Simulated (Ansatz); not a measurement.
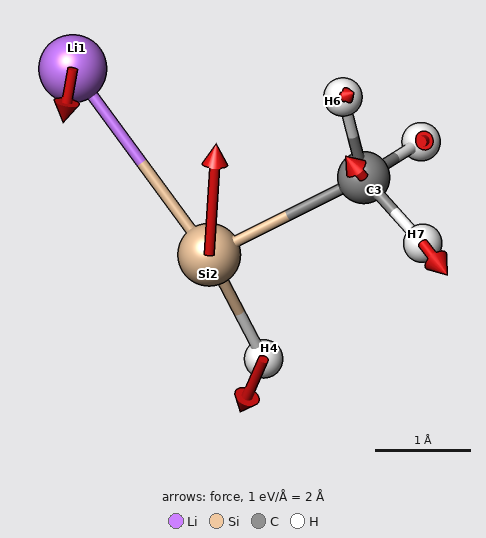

Starting geometry of CH4LiSi (multiplicity 2) with the computed forces as red arrows. A ball-and-stick model, seen at a tilt.

These are results of Ansatz 0.2.0, UKS PBE0-D4/def2-TZVP, not measurements.

Input
```yaml
crystal:
  periodic: [false, false, false]
  atoms:
    - {symbol: Li, position_ang: [-2.716490, -0.261700, -0.062290]}
    - {symbol: Si, position_ang: [-0.447920, -1.096130, 0.169420]}
    - {symbol: C, position_ang: [0.500750, 0.574700, 0.086360]}
    - {symbol: H, position_ang: [0.589550, -1.999690, -0.394930]}
    - {symbol: H, position_ang: [0.762280, 0.835600, -0.940660]}
    - {symbol: H, position_ang: [-0.113040, 1.389040, 0.482920]}
    - {symbol: H, position_ang: [1.424860, 0.558180, 0.659170]}
basis:
  gaussian: {orbitals: def2-TZVP}
magnetization: {spin_polarized: true, initial_magnetization: 1}
hamiltonian: {xc: pbe0, dispersion: d4}
relax: {f_tol: 0.005, max_steps: 200}
```

Command:
```bash
ansatz run in.yaml --threads 2 --pin off --events-out ev --progress --plain --max-ram 4352MiB
```

What follows when this structure is relaxed?

Answer. It isn't relaxed: the largest force vector, on Si2, is 0.62 eV/Å. The final displacements follow the starting forces only in part (cosine between the two patterns 0.40). After 10 accepted moves (12 points after the start) the energy has fallen by 0.205 eV. Largest force component: 0.56 eV/Å at the start, 0.0047 eV/Å at the end. The line search rejected the trial steps at points 4, 7 of the run. The atom that moves furthest after the best rigid fit is Li1 (0.70 Å). By element the largest moves are Li 0.70 Å, Si 0.44 Å, H 0.41 Å, C 0.16 Å. Among the contacts that change: Li1–Si2 2.428 → 2.365 Å, Si2–H4 1.487 → 1.509 Å, Si2–C3 1.923 → 1.907 Å. Bond angles that change, for instance: Li1–Si2–C3 99.1° → 131.7°, Li1–Si2–H4 145.5° → 124.8°, C3–Si2–H4 99.6° → 103.4°.
